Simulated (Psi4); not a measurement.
# C2H2ClF (1-chloro-2-fluoroethene): a chain of runs

We compute a geometry optimisation (CAM-B3LYP/6-311G**), then vibrational wavenumbers, then the vertical excitations (TD-CAM-B3LYP/6-311G**) of C2H2ClF (1-chloro-2-fluoroethene). 

The calculation is run with Psi4 1.11.

### 1 The structure to begin with

The species is C2H2ClF (6 atoms), meant as a singlet with charge 0. As SMILES, `F/C=C/Cl`. Geometry: relaxed at GFN2-xTB. The run starts from this shape.

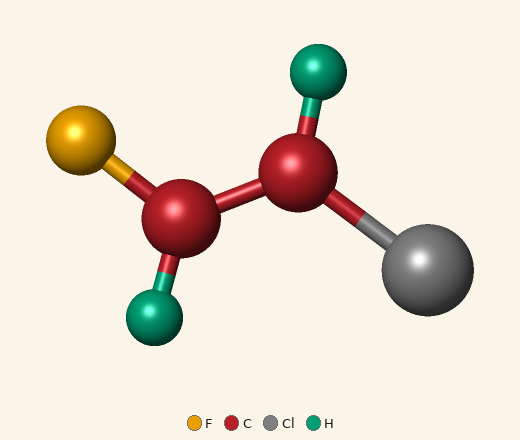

The structure, seen from a chosen angle (fluorine amber, carbon red, chlorine grey, hydrogen teal).

### 2 A geometry optimisation at CAM-B3LYP/6-311G(d,p) (density fitting) (run 1)

run.py

```python
import psi4

psi4.set_memory('1600 MB')
psi4.set_num_threads(1)
psi4.set_output_file('output.dat', False)

mol = psi4.geometry("""
0 1
F      1.746810    -0.161080     0.474120
C      0.616750    -0.186650    -0.242630
C     -0.530040     0.188270     0.297240
Cl    -1.988630     0.166630    -0.593510
H      0.768360    -0.532950    -1.253600
H     -0.613250     0.525780     1.318380
units angstrom
symmetry c1
""")

options = {'basis': '6-311G**', 'geom_maxiter': 60}
psi4.set_options(options)

energy_value = psi4.optimize("CAM-B3LYP")
print('E =', round(energy_value, 9))
mol.save_xyz_file('final.xyz', False)
```

Started as:

```console
$ python run.py
```

output.dat:

```text
[...]
  Running in c1 symmetry.
[...]
  Nuclear repulsion =  140.911163269358354
[...]
  Multiplicity = 1
[...]
  Nalpha       = 20
  Nbeta        = 20
[...]
    Number of basis functions: 92
[...]
   @DF-RKS iter   1:  -637.34370347859715   -2.60029e-01   4.63982e-03 DIIS/ADIIS
[...]
   @DF-RKS iter   7:  -637.42394377431890   -2.04636e-12   5.55724e-09 DIIS
[...]
  @DF-RKS Final Energy:  -637.42394377431890
   => Energetics <=
    Nuclear Repulsion Energy =            140.2979575016766773
    One-Electron Energy =               -1156.7442965480377097
    Two-Electron Energy =                 416.8307531980788667
    DFT Exchange-Correlation Energy =     -37.8083579260368481
    Empirical Dispersion Energy =           0.0000000000000000
    VV10 Nonlocal Energy =                  0.0000000000000000
    Total Energy =                       -637.4239437743189001
[...]
  -Total Gradient:
     Atom            X                  Y                   Z
    ------   -----------------  -----------------  -----------------
       1        0.000030536200     0.000048241496     0.000025183701
       2       -0.000039147646    -0.000082921529    -0.000017558211
       3       -0.000002386707    -0.000005963580     0.000034888729
       4       -0.000003846707     0.000025745901    -0.000000947330
       5        0.000004562675     0.000025608034     0.000007556557
       6       -0.000010245546     0.000006327904    -0.000006646515
[...]
```

Standard output:

```text
Optimizer: Optimization complete!
E = -637.423943774
```

It took 36 s on 1 thread of Intel Xeon Platinum 8375C at 2.90GHz (Ice Lake), shared host; peak memory 0.6 GiB.

The path in brief:

| step | energy from the first frame kept (eV) | largest force (eV/Å) |
| --- | --- | --- |
| 0 | 0.0000 | 0.7187 |
| 1 | -0.0082 | 0.1680 |
| 2 | -0.0087 | 0.0445 |
| 3 | -0.0088 | 0.0072 |
| 4 | -0.0088 | 0.0048 |

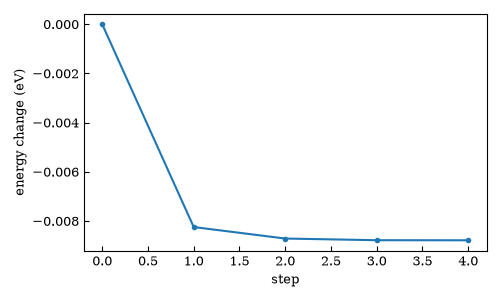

Energy along the run.

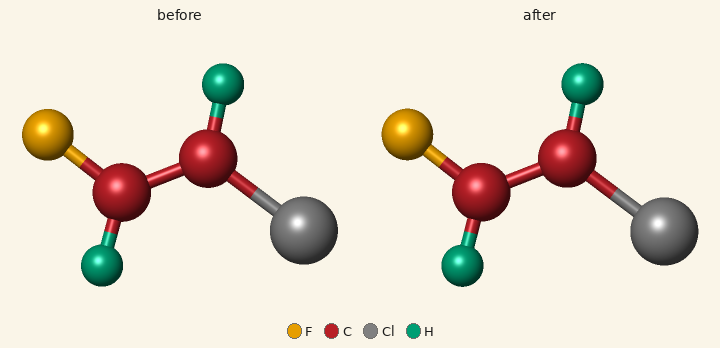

Before and after, at one scale.

After the run. Bond lengths: F1–C2 1.338 Å, C2–C3 1.317 Å, C3–Cl4 1.733 Å, C2–H5 1.082 Å, C3–H6 1.079 Å. Angles: F1–C2–C3 120.5°, C2–C3–Cl4 121.6°, F1–C2–H5 113.7°, C3–C2–H5 125.8°, C2–C3–H6 123.0°, Cl4–C3–H6 115.4°.

### 3 Vibrational wavenumbers at CAM-B3LYP/6-311G(d,p) (density fitting) (run 2)

input.in

```
memory 1.6 GB

molecule geom {
  0 1
  F      1.752512    -0.159655     0.481221
  C      0.623282    -0.185971    -0.235766
  C     -0.519106     0.187494     0.302167
  Cl    -1.997760     0.165841    -0.601616
  H      0.761727    -0.531330    -1.251680
  H     -0.605296     0.525840     1.323476
  units angstrom
}

set globals {
  t 298.15
  rotational_symmetry_number 1
}

energy_value, wavefunction = freq('cam-b3lyp/6-311G**', return_wfn=True)
```

Started as:

```console
$ psi4 -n 1 input.in input.out
```

input.out:

```text
[...]
  Running in c1 symmetry.
[...]
  Nuclear repulsion =  140.297972915992915
[...]
  Multiplicity = 1
[...]
  Nalpha       = 20
  Nbeta        = 20
[...]
    Number of basis functions: 92
[...]
   @DF-RKS iter   1:  -637.34450017424672   -2.86582e-01   4.62728e-03 ADIIS/DIIS
[...]
   @DF-RKS iter  11:  -637.42393962907715   -2.71712e-11   9.53039e-09 DIIS
[...]
  @DF-RKS Final Energy:  -637.42393962907715
   => Energetics <=
    Nuclear Repulsion Energy =            140.3146659268315659
    One-Electron Energy =               -1156.7759138493395312
    Two-Electron Energy =                 416.8466843368985337
    DFT Exchange-Correlation Energy =     -37.8093760434677009
    Empirical Dispersion Energy =           0.0000000000000000
    VV10 Nonlocal Energy =                  0.0000000000000000
    Total Energy =                       -637.4239396290771538
[...]
  -Total Gradient:
     Atom            X                  Y                   Z
    ------   -----------------  -----------------  -----------------
       1       -0.000001395620     0.000021829184    -0.000030900708
       2        0.000137411387    -0.000397559500    -0.001091777019
       3       -0.000130529848     0.000326574512     0.001161994823
       4        0.000013242731     0.000037782094     0.000024661384
       5       -0.000127180588     0.000398406991     0.001162595964
       6        0.000087965112    -0.000370029992    -0.001184117965
[...]
  ==> Harmonic Vibrational Analysis <==
[...]
  Freq [cm^-1]                 275.1709            277.2905            455.4950
[...]
  Freq [cm^-1]                 841.8748            888.5815            943.9410
[...]
  Freq [cm^-1]                1167.4927           1247.5011           1329.4563
[...]
  Freq [cm^-1]                1748.7042           3235.2889           3251.9666
[...]
```

The script printed:

```text
Warning: used thermodynamics relations inappropriate for low-frequency modes: ['275.1709' '277.2905' '455.4950']
```

Wall time 3.8 min (1 thread of Intel Xeon Platinum 8375C at 2.90GHz (Ice Lake), shared host); peak memory 0.6 GiB.

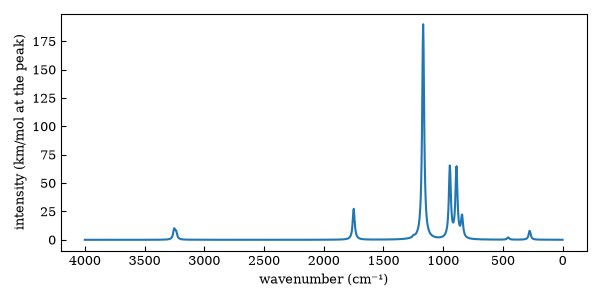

Harmonic infrared spectrum, unscaled, lines broadened by 10 cm⁻¹.

### 4 The vertical excitations at TD-CAM-B3LYP/6-311G(d,p) (density fitting, save jk yes) (run 3)

calc.in

```
memory 1.6 GB

molecule {
  0 1
  F      1.752512    -0.159655     0.481221
  C      0.623282    -0.185971    -0.235766
  C     -0.519106     0.187494     0.302167
  Cl    -1.997760     0.165841    -0.601616
  H      0.761727    -0.531330    -1.251680
  H     -0.605296     0.525840     1.323476
  symmetry c1
}

set basis 6-311G**
set save_jk true

from psi4.driver.procrouting.response.scf_response import tdscf_excitations
result, w = energy("cam-b3lyp", return_wfn=True)
states = tdscf_excitations(w, states=4, tda=False)
```

Started as:

```console
$ psi4 -i calc.in -o calc.out -n 1
```

calc.out:

```text
[...]
  Running in c1 symmetry.
[...]
  Nuclear repulsion =  140.297972915992915
[...]
  Multiplicity = 1
[...]
  Nalpha       = 20
  Nbeta        = 20
[...]
    Number of basis functions: 92
[...]
   @DF-RKS iter   1:  -637.34450017416771   -2.86582e-01   4.62728e-03 ADIIS/DIIS
[...]
   @DF-RKS iter   9:  -637.42394377515996   -1.42497e-08   2.89199e-07 DIIS
[...]
  @DF-RKS Final Energy:  -637.42394377515996
   => Energetics <=
    Nuclear Repulsion Energy =            140.2979729159929150
    One-Electron Energy =               -1156.7442180552845912
    Two-Electron Energy =                 416.8306515538665167
    DFT Exchange-Correlation Energy =     -37.8083501897347034
    Empirical Dispersion Energy =           0.0000000000000000
    VV10 Nonlocal Energy =                  0.0000000000000000
    Total Energy =                       -637.4239437751598416
[...]
 Multipole Moments:
 ------------------------------------------------------------------------------------
     Multipole            Electronic (a.u.)      Nuclear  (a.u.)        Total (a.u.)
 ------------------------------------------------------------------------------------
 L = 1.  Multiply by 2.5417464519 to convert [e a0] to [Debye]
 Dipole X            :         -0.2237785            0.3293247            0.1055462
 Dipole Y            :         -0.0291890           -0.0069130           -0.0361020
 Dipole Z            :         -0.2208905            0.1663105           -0.0545800
 Magnitude           :                                                    0.1241867
[...]
                                    Excitation Energy         Total Energy        Oscillator Strength             Rotatory Strength
[...]
Excited State    1 (1 A):   0.23610 au   192.98 nm f = 0.0013
[...]
Excited State    2 (1 A):   0.26459 au   172.20 nm f = 0.3366
[...]
```

Wall time 24 s (1 thread of Intel Xeon Platinum 8375C at 2.90GHz (Ice Lake), shared host); peak memory 0.56 GiB.

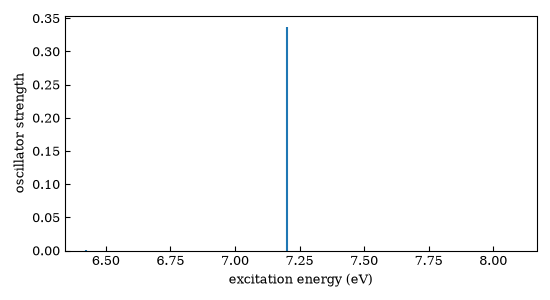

Vertical excitations as sticks.

The roots found:

| excited state | energy (eV) | strength | label |
| --- | --- | --- | --- |
| 1 | 6.425 | 0.0013 | A 1 |
| 2 | 7.200 | 0.3366 | A 1 |
| 3 | 7.977 | 0.0000 | A 1 |
| 4 | 8.085 | 0.0001 | A 1 |

### 5 Results

| quantity | value |
| --- | --- |
| run 1, CAM-B3LYP/6-311G**: total energy at the end | -637.42394 Eh |
| run 1, CAM-B3LYP/6-311G**: dipole moment | 0.32 D |
| run 1, CAM-B3LYP/6-311G**: HOMO energy | -8.86 eV |
| run 1, CAM-B3LYP/6-311G**: LUMO energy | 1.12 eV |
| run 1, CAM-B3LYP/6-311G**: HOMO–LUMO gap | 9.98 eV |
| run 2, CAM-B3LYP/6-311G**: lowest harmonic wavenumber | 275 cm⁻¹ |
| run 2, CAM-B3LYP/6-311G**: highest harmonic wavenumber | 3252 cm⁻¹ |
| run 2, CAM-B3LYP/6-311G**: zero-point energy | 93.7 kJ/mol |
| run 2, CAM-B3LYP/6-311G**: ideal-gas entropy at 298.15 K (symmetry number 1 as used) | 67.9 cal/(mol K) |
| run 3, TD-CAM-B3LYP/6-311G**: ground-state or mean-field energy | -637.42394 Eh |
| run 3, TD-CAM-B3LYP/6-311G**: dipole moment (CAM-B3LYP Kohn–Sham density) | 0.32 D |
| run 3, TD-CAM-B3LYP/6-311G**: HOMO energy (CAM-B3LYP Kohn–Sham orbitals) | -8.86 eV |
| run 3, TD-CAM-B3LYP/6-311G**: LUMO energy (CAM-B3LYP Kohn–Sham orbitals) | 1.12 eV |
| run 3, TD-CAM-B3LYP/6-311G**: HOMO–LUMO gap (CAM-B3LYP Kohn–Sham orbitals) | 9.98 eV |
| run 3, TD-CAM-B3LYP/6-311G**: lowest excitation energy | 6.42 eV |

What this shows: The optimisation (run 1, CAM-B3LYP/6-311G**) took 5 steps and changed the energy by -0.009 eV. All 12 modes (run 2, CAM-B3LYP/6-311G**) are real, so the shape is a minimum at this level. The brightest of the 4 transitions from the ground state lies at 7.20 eV (172 nm, f = 0.337); the lowest, at 6.42 eV, has f = 0.001. The basis has no diffuse functions, so Rydberg states are missing or pushed up, and the true lowest state may lie lower.
